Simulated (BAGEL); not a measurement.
# One shape, several levels: doublet [C2HCl2F3]+

We compute a comparison of 5 runs (UHF/STO-3G, ROHF/6-31G*, UHF/6-31G*, ROHF/def2-SVP, UHF/def2-SVP) of doublet [C2HCl2F3]+. 

Program for the calculation: BAGEL 1.2.2.

5 further runs of the same task are left out: 3 that didn't finish, 2 set aside as unsound or not needed.

## Step 1: The system as given

[C2HCl2F3]+: 8 atoms, total charge +1, spin state doublet. As SMILES of the parent species, `FC(F)(F)C(Cl)Cl`. Geometry: relaxed at PBE0-D4/def2-TZVP. That shape belongs to the parent species and isn't relaxed for this state.

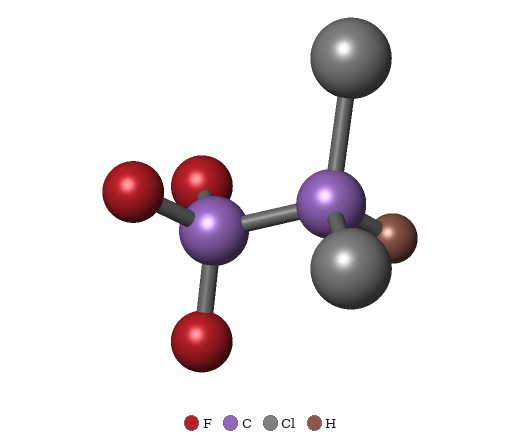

The structure, seen from a chosen angle (fluorine red, carbon purple, chlorine grey, hydrogen brown).

## Step 2: A single-point energy at UHF/STO-3G (density fitting with cc-pvqz-jkfit) (run 1)

input.json

```json
{ "bagel": [

{
  "title": "molecule",
  "basis": "sto-3g",
  "df_basis": "cc-pvqz-jkfit",
  "angstrom": "true",
  "geometry": [
    { "atom": "F", "xyz": [   -0.219880,   -1.335100,    1.156620 ] },
    { "atom": "C", "xyz": [    0.179750,   -0.765020,    0.020570 ] },
    { "atom": "F", "xyz": [    1.491790,   -0.966290,   -0.095440 ] },
    { "atom": "F", "xyz": [   -0.429870,   -1.366410,   -0.989900 ] },
    { "atom": "C", "xyz": [   -0.109700,    0.739490,    0.067610 ] },
    { "atom": "Cl", "xyz": [   -1.826720,    1.018760,    0.311060 ] },
    { "atom": "Cl", "xyz": [    0.489820,    1.517250,   -1.388840 ] },
    { "atom": "H", "xyz": [    0.424790,    1.157290,    0.918320 ] }
  ]
},
{ "title": "uhf", "charge": 1, "nopen": 1 },
{ "title": "print", "file": "orbitals.molden", "orbitals": "true" }

]}
```

Launch:

```
$ BAGEL_NUM_THREADS=1 BAGEL input.json > input.out
```

What it wrote:

```text
* using 1 threads per process

  ===============================================================
  ===============================================================

  *** Geometry ***

  { "atom" : "F", "xyz" : [     -0.415513,     -2.522973,      2.185695 ] },
  { "atom" : "C", "xyz" : [      0.339678,     -1.445678,      0.038872 ] },
  { "atom" : "F", "xyz" : [      2.819075,     -1.826023,     -0.180355 ] },
  { "atom" : "F", "xyz" : [     -0.812337,     -2.582141,     -1.870640 ] },
  { "atom" : "C", "xyz" : [     -0.207303,      1.397434,      0.127764 ] },
  { "atom" : "Cl", "xyz" : [     -3.452001,      1.925177,      0.587818 ] },
  { "atom" : "Cl", "xyz" : [      0.925626,      2.867187,     -2.624527 ] },
  { "atom" : "H", "xyz" : [      0.802737,      2.186961,      1.735373 ] },

  Number of auxiliary basis functions:      877

  Since a DF basis is specified, we compute 2- and 3-index integrals:
    o Being stored without compression. Storage requirement is 0.014 GB

  Number of basis functions:       44
  Number of electrons      :       74

    * METHOD: MOLECULE                             0.72

  *** Open-shell HF ***

  === Nuclear Repulsion ===
   493.1800326538

      * DIIS with orbital gradients will be used.

  === UHF iteration (sto-3g) ===
      0      -1277.76811735          0.05651867           0.24
      1      -1278.10540000          0.03419631           0.25
      2      -1278.21450891          0.01876193           0.24
      3      -1278.26193076          0.00125763           0.24
      4      -1278.26286396          0.00054754           0.25
      5      -1278.26316610          0.00037392           0.26
      6      -1278.26344857          0.00020738           0.26
      7      -1278.26360154          0.00009717           0.25
      8      -1278.26364558          0.00004917           0.25
      9      -1278.26365848          0.00001984           0.26
[... 16 lines of this table left out ...]
     26      -1278.26366137          0.00000007           0.26
     27      -1278.26366137          0.00000003           0.25
     28      -1278.26366137          0.00000001           0.25
     29      -1278.26366137          0.00000001           0.25
    * SCF iteration converged.

    * S^2 (UHF) is 0.7608

    * Permanent dipole moment:
           (   -0.201474,    -0.659023,    -0.468106) a.u.

    * METHOD: UHF                                  7.79

    * METHOD: PRINT                                0.00

  ===============================================================
```

It took 8.7 s on 1 thread of Arm Neoverse V2, shared host; peak memory 0.12 GiB.

## Step 3: A single-point energy at ROHF/6-31G(d) (density fitting with cc-pvqz-jkfit, spherical functions) (run 2)

hf.json

```json
{ "bagel": [

{
  "title": "molecule",
  "basis": "6-31gs.json",
  "df_basis": "cc-pvqz-jkfit",
  "angstrom": true,
  "geometry": [
    { "atom": "F", "xyz": [      -0.219880,      -1.335100,       1.156620 ] },
    { "atom": "C", "xyz": [       0.179750,      -0.765020,       0.020570 ] },
    { "atom": "F", "xyz": [       1.491790,      -0.966290,      -0.095440 ] },
    { "atom": "F", "xyz": [      -0.429870,      -1.366410,      -0.989900 ] },
    { "atom": "C", "xyz": [      -0.109700,       0.739490,       0.067610 ] },
    { "atom": "Cl", "xyz": [      -1.826720,       1.018760,       0.311060 ] },
    { "atom": "Cl", "xyz": [       0.489820,       1.517250,      -1.388840 ] },
    { "atom": "H", "xyz": [       0.424790,       1.157290,       0.918320 ] }
  ]
},

{
  "title": "rohf",
  "charge": 1,
  "nopen": 1
},

{
  "title": "print",
  "file": "orbitals.molden",
  "orbitals": true
}

]}
```

The basis set 6-31G* is read from a file made from the Basis Set Exchange's data (not shown).

Launch:

```
$ BAGEL_NUM_THREADS=1 BAGEL hf.json > hf.out
```

What it wrote:

```text
* using 1 threads per process

  ===============================================================
  ===============================================================

  *** Geometry ***

  { "atom" : "F", "xyz" : [     -0.415513,     -2.522973,      2.185695 ] },
  { "atom" : "C", "xyz" : [      0.339678,     -1.445678,      0.038872 ] },
  { "atom" : "F", "xyz" : [      2.819075,     -1.826023,     -0.180355 ] },
  { "atom" : "F", "xyz" : [     -0.812337,     -2.582141,     -1.870640 ] },
  { "atom" : "C", "xyz" : [     -0.207303,      1.397434,      0.127764 ] },
  { "atom" : "Cl", "xyz" : [     -3.452001,      1.925177,      0.587818 ] },
  { "atom" : "Cl", "xyz" : [      0.925626,      2.867187,     -2.624527 ] },
  { "atom" : "H", "xyz" : [      0.802737,      2.186961,      1.735373 ] },

  Number of auxiliary basis functions:      877

  Since a DF basis is specified, we compute 2- and 3-index integrals:
    o Being stored without compression. Storage requirement is 0.082 GB

  Number of basis functions:      108
  Number of electrons      :       74

    * METHOD: MOLECULE                             0.89

  *** Open-shell HF ***

  === Nuclear Repulsion ===
   493.1800326538

      * DIIS with orbital gradients will be used.

  === ROHF iteration (6-31gs.json) ===
      0      -1292.75658505          0.04399487           0.61
      1      -1292.93645465          0.03468419           0.59
      2      -1293.03002116          0.02474122           0.59
      3      -1293.13706237          0.00140525           0.56
      4      -1293.13867804          0.00077028           0.57
      5      -1293.13934234          0.00040205           0.57
      6      -1293.13972063          0.00017300           0.59
      7      -1293.13982216          0.00007399           0.62
      8      -1293.13985359          0.00005986           0.62
      9      -1293.13987173          0.00005305           0.63
[... 51 lines of this table left out ...]
     61      -1293.13996287          0.00000001           0.67
     62      -1293.13996287          0.00000001           0.67
     63      -1293.13996287          0.00000001           0.66
     64      -1293.13996287          0.00000001           0.65
    * SCF iteration converged.

    * S^2 (ROHF) is 0.7500

    * Permanent dipole moment:
           (    0.307763,    -1.910238,    -0.141760) a.u.

    * METHOD: ROHF                                42.41

    * METHOD: PRINT                                0.02

  ===============================================================
```

It took 44 s on 1 thread of Arm Neoverse V2, shared host; peak memory 0.28 GiB.

Run 3 isn't shown in full; the table further down has it.

## Step 4: A single-point energy at ROHF/def2-SVP (density fitting with cc-pvqz-jkfit) (run 4)

input.json

```json
{ "bagel": [

{
  "title": "molecule",
  "basis": "svp",
  "df_basis": "cc-pvqz-jkfit",
  "angstrom": "true",
  "geometry": [
    { "atom": "F", "xyz": [      -0.219880,      -1.335100,       1.156620 ] },
    { "atom": "C", "xyz": [       0.179750,      -0.765020,       0.020570 ] },
    { "atom": "F", "xyz": [       1.491790,      -0.966290,      -0.095440 ] },
    { "atom": "F", "xyz": [      -0.429870,      -1.366410,      -0.989900 ] },
    { "atom": "C", "xyz": [      -0.109700,       0.739490,       0.067610 ] },
    { "atom": "Cl", "xyz": [      -1.826720,       1.018760,       0.311060 ] },
    { "atom": "Cl", "xyz": [       0.489820,       1.517250,      -1.388840 ] },
    { "atom": "H", "xyz": [       0.424790,       1.157290,       0.918320 ] }
  ]
},

{
  "title": "rohf",
  "charge": 1,
  "nopen": 1
},

{
  "title": "print",
  "file": "orbitals.molden",
  "orbitals": "true"
}

]}
```

Launch:

```
$ BAGEL_NUM_THREADS=1 BAGEL input.json > input.out
```

What it wrote:

```text
* using 1 threads per process

  ===============================================================
  ===============================================================

  *** Geometry ***

  { "atom" : "F", "xyz" : [     -0.415513,     -2.522973,      2.185695 ] },
  { "atom" : "C", "xyz" : [      0.339678,     -1.445678,      0.038872 ] },
  { "atom" : "F", "xyz" : [      2.819075,     -1.826023,     -0.180355 ] },
  { "atom" : "F", "xyz" : [     -0.812337,     -2.582141,     -1.870640 ] },
  { "atom" : "C", "xyz" : [     -0.207303,      1.397434,      0.127764 ] },
  { "atom" : "Cl", "xyz" : [     -3.452001,      1.925177,      0.587818 ] },
  { "atom" : "Cl", "xyz" : [      0.925626,      2.867187,     -2.624527 ] },
  { "atom" : "H", "xyz" : [      0.802737,      2.186961,      1.735373 ] },

  Number of auxiliary basis functions:      877

  Since a DF basis is specified, we compute 2- and 3-index integrals:
    o Being stored without compression. Storage requirement is 0.086 GB

  Number of basis functions:      111
  Number of electrons      :       74

    * METHOD: MOLECULE                             0.81

  *** Open-shell HF ***

  === Nuclear Repulsion ===
   493.1800326538

      * DIIS with orbital gradients will be used.

  === ROHF iteration (svp) ===
      0      -1292.26252536          0.03775897           0.61
      1      -1292.43602130          0.02806328           0.59
      2      -1292.51111552          0.01960450           0.59
      3      -1292.58593129          0.00124226           0.59
      4      -1292.58703779          0.00067556           0.59
      5      -1292.58753657          0.00030879           0.60
      6      -1292.58776060          0.00013365           0.60
      7      -1292.58782499          0.00006507           0.60
      8      -1292.58784817          0.00005292           0.60
      9      -1292.58786404          0.00004668           0.60
[... 38 lines of this table left out ...]
     48      -1292.58793076          0.00000002           0.61
     49      -1292.58793076          0.00000001           0.61
     50      -1292.58793076          0.00000001           0.61
     51      -1292.58793076          0.00000001           0.61
    * SCF iteration converged.

    * S^2 (ROHF) is 0.7500

    * Permanent dipole moment:
           (    0.328243,    -2.014846,    -0.144502) a.u.

    * METHOD: ROHF                                32.01

    * METHOD: PRINT                                0.02

  ===============================================================
```

It took 33 s on 1 thread of Arm Neoverse V2, shared host; peak memory 0.29 GiB.

## Step 5: The energy at UHF/def2-SVP (density fitting with cc-pvqz-jkfit) (run 5)

hf.json

```json
{ "bagel": [

{
  "title": "molecule",
  "basis": "svp",
  "df_basis": "cc-pvqz-jkfit",
  "angstrom": true,
  "geometry": [
    { "atom": "F", "xyz": [   -0.219880,   -1.335100,    1.156620 ] },
    { "atom": "C", "xyz": [    0.179750,   -0.765020,    0.020570 ] },
    { "atom": "F", "xyz": [    1.491790,   -0.966290,   -0.095440 ] },
    { "atom": "F", "xyz": [   -0.429870,   -1.366410,   -0.989900 ] },
    { "atom": "C", "xyz": [   -0.109700,    0.739490,    0.067610 ] },
    { "atom": "Cl", "xyz": [   -1.826720,    1.018760,    0.311060 ] },
    { "atom": "Cl", "xyz": [    0.489820,    1.517250,   -1.388840 ] },
    { "atom": "H", "xyz": [    0.424790,    1.157290,    0.918320 ] }
  ]
},
{
  "title": "uhf",
  "charge": 1,
  "nopen": 1
},
{
  "title": "print",
  "file": "orbitals.molden",
  "orbitals": true
}

]}
```

Launch:

```
$ BAGEL_NUM_THREADS=1 BAGEL hf.json > hf.out
```

What it wrote:

```text
* using 1 threads per process

  ===============================================================
  ===============================================================

  *** Geometry ***

  { "atom" : "F", "xyz" : [     -0.415513,     -2.522973,      2.185695 ] },
  { "atom" : "C", "xyz" : [      0.339678,     -1.445678,      0.038872 ] },
  { "atom" : "F", "xyz" : [      2.819075,     -1.826023,     -0.180355 ] },
  { "atom" : "F", "xyz" : [     -0.812337,     -2.582141,     -1.870640 ] },
  { "atom" : "C", "xyz" : [     -0.207303,      1.397434,      0.127764 ] },
  { "atom" : "Cl", "xyz" : [     -3.452001,      1.925177,      0.587818 ] },
  { "atom" : "Cl", "xyz" : [      0.925626,      2.867187,     -2.624527 ] },
  { "atom" : "H", "xyz" : [      0.802737,      2.186961,      1.735373 ] },

  Number of auxiliary basis functions:      877

  Since a DF basis is specified, we compute 2- and 3-index integrals:
    o Being stored without compression. Storage requirement is 0.086 GB

  Number of basis functions:      111
  Number of electrons      :       74

    * METHOD: MOLECULE                             0.81

  *** Open-shell HF ***

  === Nuclear Repulsion ===
   493.1800326538

      * DIIS with orbital gradients will be used.

  === UHF iteration (svp) ===
      0      -1292.26252536          0.03775897           0.62
      1      -1292.44056956          0.02800667           0.60
      2      -1292.51682426          0.01946985           0.61
      3      -1292.59038092          0.00118386           0.60
      4      -1292.59158687          0.00064670           0.60
      5      -1292.59206844          0.00030447           0.61
      6      -1292.59233681          0.00014907           0.61
      7      -1292.59243578          0.00008256           0.61
      8      -1292.59247111          0.00007112           0.62
      9      -1292.59250266          0.00006517           0.61
[... 65 lines of this table left out ...]
     75      -1292.59269940          0.00000001           0.60
     76      -1292.59269940          0.00000001           0.60
     77      -1292.59269940          0.00000001           0.60
     78      -1292.59269940          0.00000001           0.60
    * SCF iteration converged.

    * S^2 (UHF) is 0.7631

    * Permanent dipole moment:
           (    0.335078,    -2.030455,    -0.139759) a.u.

    * METHOD: UHF                                 48.53

    * METHOD: PRINT                                0.02

  ===============================================================
```

Run time: 50 s. Hardware: 1 thread of Arm Neoverse V2, shared host; peak memory 0.29 GiB.

## Step 6: The series

```tsv
run	level	energy (Eh)	⟨S²⟩	wall time
1	UHF/STO-3G (density fitting with cc-pvqz-jkfit)	-1278.263661	0.761	8.7 s
2	ROHF/6-31G* (density fitting with cc-pvqz-jkfit, spherical functions)	-1293.139963	0.750	44 s
3	UHF/6-31G* (density fitting with cc-pvqz-jkfit, spherical functions)	-1293.144902	0.764	52 s
4	ROHF/def2-SVP (density fitting with cc-pvqz-jkfit)	-1292.587931	0.750	33 s
5	UHF/def2-SVP (density fitting with cc-pvqz-jkfit)	-1292.592699	0.763	50 s
```

## Step 7: What came out

| quantity | value |
| --- | --- |
| run 5: total energy | -1292.59270 Eh |
| run 5: ⟨S²⟩ | 0.763 |

**Reading.** In run 1 the basis is minimal, so the values are rough. All runs together took 3.1 min, the longest 52 s.
